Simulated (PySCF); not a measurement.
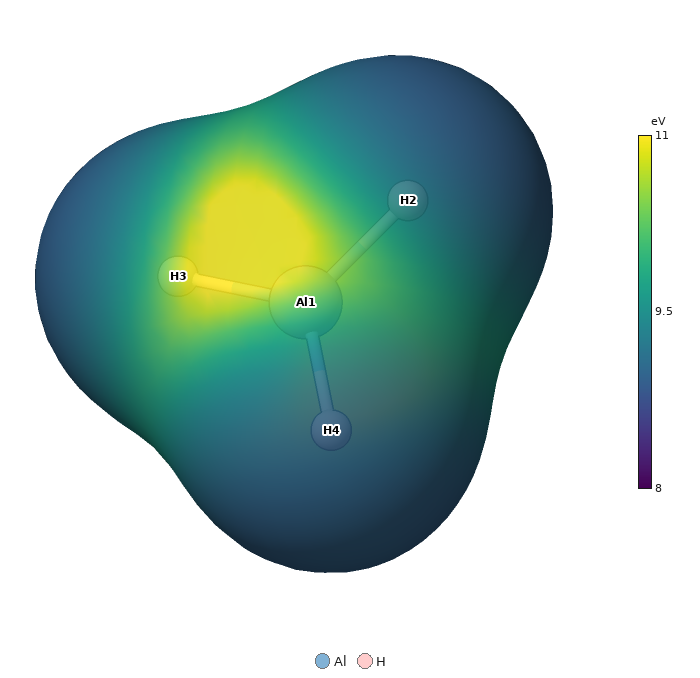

Figure. AlH$_{3}$, SMILES `[AlH3]`. Average local ionisation energy on the surface of electron density 0.001 a.u.

Level of theory: B3LYP/def2-SVPD (PySCF), at a geometry from GFN2-xTB. No frequency check shows the geometry to be a minimum.

**Locate the minima of the map.**

The lowest value is 8.9 eV, 1.6 Å from H3, and at like points elsewhere. For comparison, the highest occupied orbital lies at −8.4 eV.

**What volume does the surface enclose, and what is the dipole moment?**

About 62 Å³; the dipole moment is 0.0 D.
